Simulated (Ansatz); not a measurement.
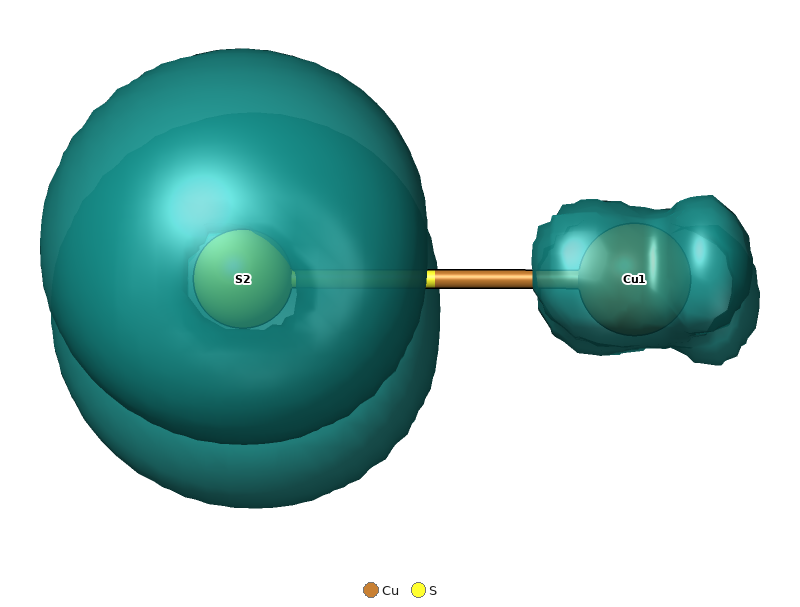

The picture shows: CuS (SMILES [S][Cu]) (doublet). Isosurface of the spin density (α minus β) at +0.03 e/Å³ (teal), seen from one side.

Geometry: r2SCAN-D4/def2-TZVP.

All numbers below come from isolated molecule in a Gaussian basis; Kohn-Sham density functional theory, functional PBE0 in Ansatz.

> Where is the unpaired spin?

The unpaired spin (1 electron) lies mostly on S2 (about 0.9) and Cu1 (about 0.1), in electrons by Hirshfeld's partition.
